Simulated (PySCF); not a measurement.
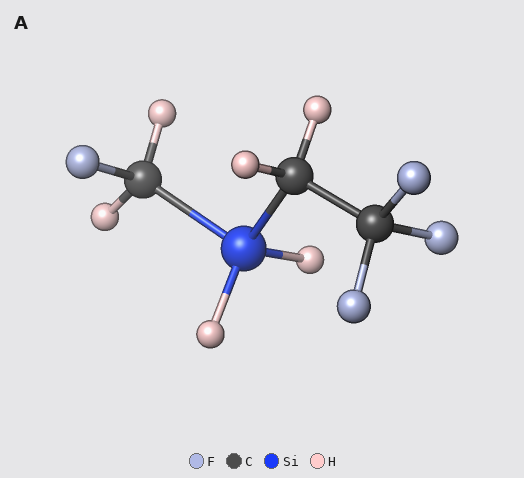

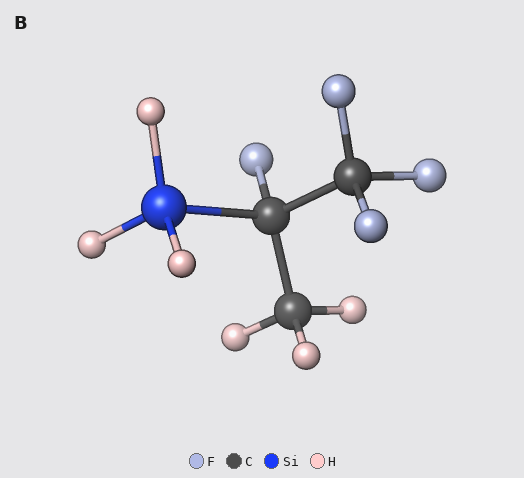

2 stationary structures of one formula. Geometries: GFN2-xTB. Electronic energies: PBE0/pcSseg-1 (PySCF 2.14.0), without zero-point energy. No frequency run is at hand to confirm each as a minimum. Each is one conformer, not always the lowest.

Question: Are they conformers, stereoisomers or constitutional isomers?

Answer: They are constitutional isomers of C3H6F4Si: A `FC[SiH2]CC(F)(F)F`, B `C[C@@](F)([SiH3])C(F)(F)F`.

Question: Which is lowest in energy, and by how much?

Answer: A is lowest; B lies 25.1 kJ/mol above it.

The geometry is semi-empirical. Around Si such bond lengths and angles can be off by a tenth of an ångström or more and by several degrees, and values that hang on the shape move with them.
